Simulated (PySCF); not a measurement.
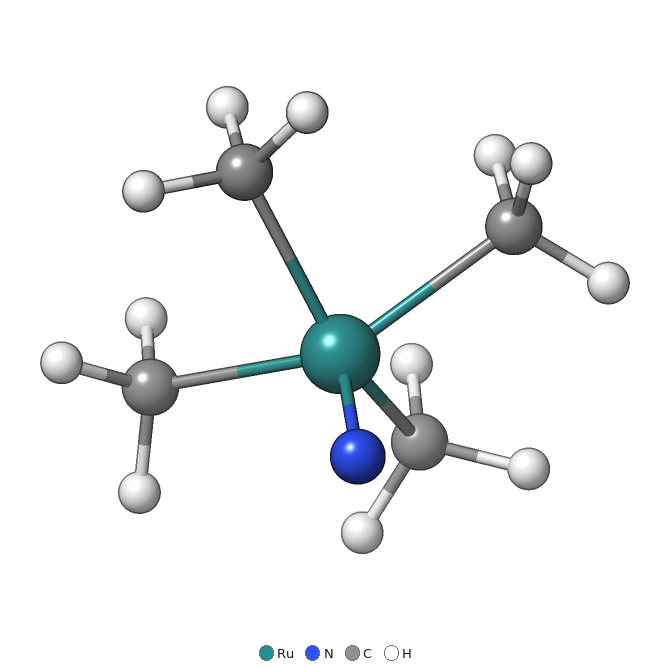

The species has charge −1 and is a spin singlet. Computed geometry: PBE0-D3(BJ)/def2-SVP optimisation. No frequency run is at hand to confirm it as a minimum. Other spin states may lie lower.

Question. What is the coordination number of the metal, and which atoms bind to it?

Answer. Ru binds 5 atoms: 1 N at 1.59 Å, 4 C at 2.12 Å.

Question. What are the formal oxidation state of the metal and its number of d electrons?

Answer. Ru(VI), d², counting the ligands as closed-shell ions or neutral donors.
